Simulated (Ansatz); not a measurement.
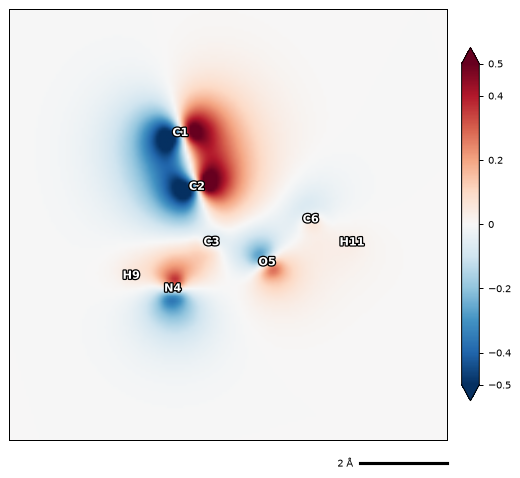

*C$_{4}$H$_{7}$NO. The HOMO−1 on the plane of atoms N4, C3 and O5 (values in Å⁻³ᐟ²; the overall sign is arbitrary).*

Geometry: PBE0-D4/def2-TZVP.

Method: RKS PBE0-D4/def2-TZVPP (Ansatz 0.2.0).

```yaml
atoms:
  - { symbol: C, position_ang: [0.5555, -2.0815, 0.1341] }
  - { symbol: C, position_ang: [0.5269, -0.7792, 0.1012] }
  - { symbol: C, position_ang: [0.5563, 0.5265, -0.0592] }
  - { symbol: N, position_ang: [1.7092, 1.3025, -0.1179] }
  - { symbol: O, position_ang: [-0.5380, 1.3090, -0.2167] }
  - { symbol: C, position_ang: [-1.7774, 0.6387, -0.1768] }
  - { symbol: H, position_ang: [0.4440, -2.6406, 1.0625] }
  - { symbol: H, position_ang: [0.6920, -2.6805, -0.7665] }
  - { symbol: H, position_ang: [2.5367, 0.7864, 0.1366] }
  - { symbol: H, position_ang: [1.6227, 2.1532, 0.4224] }
  - { symbol: H, position_ang: [-2.5437, 1.4050, -0.2803] }
  - { symbol: H, position_ang: [-1.8597, -0.0814, -0.9964] }
  - { symbol: H, position_ang: [-1.9039, 0.1073, 0.7718] }
```

Q: What is the character of this orbital?

A: It lies mainly on C1 (about 35 %), C2 (about 30 %), N4 (about 10 %) and O5 (about 5 %); π-bonding across C1–C2. Its energy is −7.70 eV.
